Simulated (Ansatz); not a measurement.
COSi (SMILES [O]C#[Si+]) (charge +1, doublet)

| atom | x (Å) | y (Å) | z (Å) |
| --- | --- | --- | --- |
| C | 0.0000 | 0.0000 | -0.2909 |
| O | 0.0000 | 0.0000 | -1.4106 |
| Si | 0.0000 | 0.0000 | 1.7015 |

Geometry: PBE0-D4/def2-TZVP.

Theory: isolated molecule in a Gaussian basis; Kohn-Sham density functional theory, functional PBE0 (Ansatz 0.2.0).

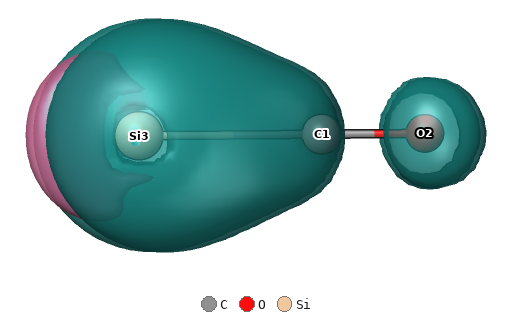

Figure 1. Isosurfaces of the spin density at +0.015 (teal) and −0.015 e/Å³ (pink), seen from one side.

Which atoms carry the spin?

The unpaired spin (1 electron) lies mostly on Si3 (about 0.7), C1 (about 0.2) and O2 (about 0.1), in electrons by Hirshfeld's partition.

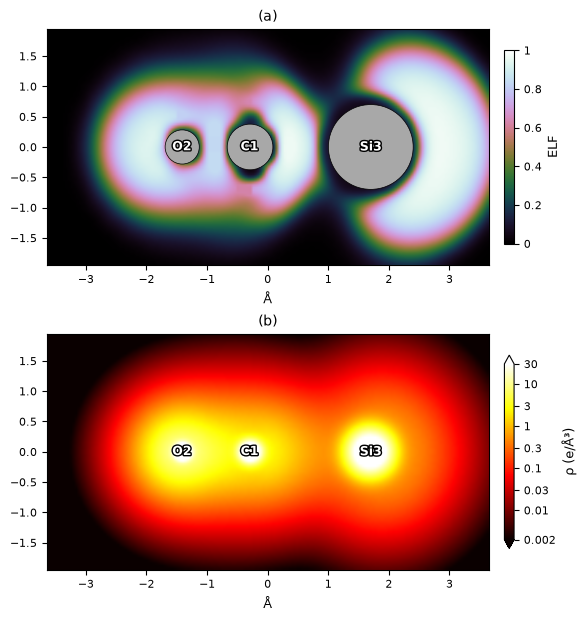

Figure 2. (a) ELF; (b) total electron density on a plane that holds the molecular axis. Grey discs cover the atomic cores in the ELF map.

What does the map show?

- Atoms in the plane: C, O and Si.
- C–O (1.12 Å): the density is about 4.3 e/Å³ at the midpoint; the ELF peaks at about 0.85 between the atoms: a short, multiple covalent bond.
- C–Si (1.99 Å): the density is about 0.69 e/Å³ at the midpoint; the ELF peaks at about 0.95 between the atoms (a covalent bond).
- The ELF also peaks beside Si3 and O2, away from the bonds: non-bonding electrons, paired or unpaired.

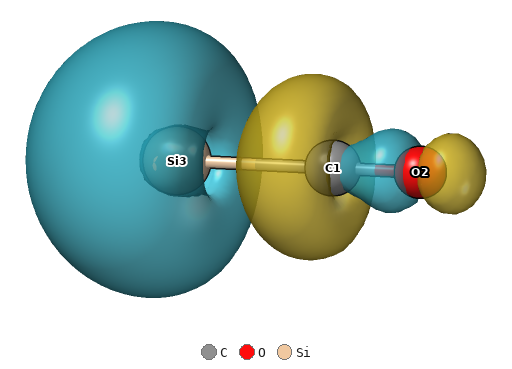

Figure 3. The HOMO−1 (α) at ±0.1 Å⁻³ᐟ² (yellow and cyan are the two phases), seen from one side.

What is the character of this orbital?

By Hirshfeld shares it lies mainly on Si3 (about 75 %) and C1 (about 20 %); it is of σ type. Its energy is −16.69 eV.
